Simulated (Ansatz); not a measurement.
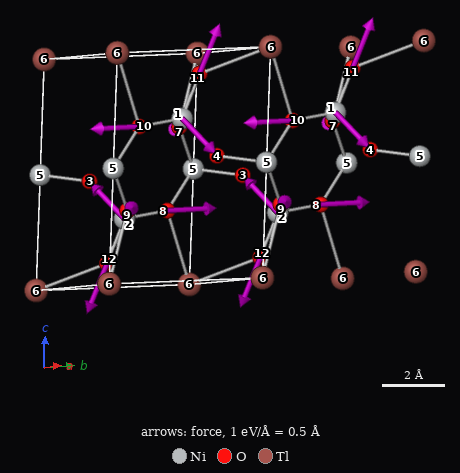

Starting geometry of solid TlNi3O8 (a generated structure, set up in C2/m) with the computed forces as purple arrows. A ball-and-stick model of the cell of the calculation, repeated 1 × 2 × 1 with one cell outlined, seen from a free direction.

The start is a swapped structure.

The calculation used DFT, PAW plane waves, PBE+U in Ansatz 0.2.0.

Input
```yaml
crystal:
  lattice:
    - [4.19119011, 2.67512412, 0.0]
    - [4.19119011, -2.67512412, 0.0]
    - [0.65214316, 0.0, -7.45404957]
  atoms:
    - { symbol: Ni, position: [0.62, 0.62, 0.71], spin: 2.0 }
    - { symbol: Ni, position: [0.38, 0.38, 0.29], spin: 2.0 }
    - { symbol: O, position: [0.22, 0.22, 0.46], spin: 0.0 }
    - { symbol: O, position: [0.78, 0.78, 0.54], spin: 0.0 }
    - { symbol: Ni, position: [0.0, 0.0, 0.5], spin: 2.0 }
    - { symbol: Tl, position: [0.0, 0.0, 0.0], spin: 0.0 }
    - { symbol: O, position: [0.27, 0.77, 0.68], spin: 0.0 }
    - { symbol: O, position: [0.23, 0.73, 0.32], spin: 0.0 }
    - { symbol: O, position: [0.73, 0.23, 0.32], spin: 0.0 }
    - { symbol: O, position: [0.77, 0.27, 0.68], spin: 0.0 }
    - { symbol: O, position: [0.69, 0.69, 0.9], spin: 0.0 }
    - { symbol: O, position: [0.31, 0.31, 0.1], spin: 0.0 }
kpoints:
  mp_grid: { grid: [4, 4, 3], shift: [0, 0, 0] }
magnetization:
  spin_polarized: true
scf:
  occupations: { method: fermi_dirac }
  lower_state_search: "off"
hamiltonian:
  pseudopotentials: { kind: paw }
  xc: pbe
  hubbard: { projectors: atomic, sites: [{ species: Ni, l: d, u_eff: 1.2 }] }
basis:
  ecutwfc: 420
  fft_grid_basis: typed
relax:
  max_steps: 60
output:
  forces: true
  stress: true
  eigenvalues: true
  populations: true
  elf: true
  write_potential: true
  volumetric_format: npy
  dos:
    e_range: [-12, 8]
    de: 0.05
    projected: { site_lists: { Ni: [Ni], O: [O], Tl: [Tl] } }
  bader: false
checkpoint:
  read: saved_state
```

Run as
```bash
ansatz run input.yaml --threads 2 --pin off --max-ram 4096MiB --backend cpu --events-out ev --progress --plain --runs-dir out
```

Is this structure relaxed? If not, where do the atoms go?

Answer. It isn't relaxed: the largest force vector, on O atoms, is 3.61 eV/Å. The final displacements follow the starting forces only in part (cosine between the two patterns 0.49). The largest moves, 0.39 Å, are those of O11 and O12. O11 goes roughly along [1 1 0]. Largest moves by element: O 0.39 Å, Ni 0.16 Å. Tl stays in place. The cell doesn't change. Among the contacts that change: Tl6–O11 2.766 → 2.385 Å, Ni1–O10 1.605 → 1.751 Å, Ni1–O11 1.585 → 1.726 Å, Tl6–O10 2.735 → 2.620 Å. Among the angles between lasting bonds that change: Ni1–O4–Ni5 143.5° → 134.8°, Ni1–O7–Ni5 139.4° → 132.2°, O7–Ni5–O8 91.4° → 98.0°. The space group stays C2/m (No. 12). Over 7 geometry steps the energy falls by 112 meV per atom. The largest force component goes from 3.2 to 0.0024 eV/Å. Cost: 4.6 min on 2 threads of Arm Neoverse V1, with other jobs on the host, peak memory 0.75 GiB.
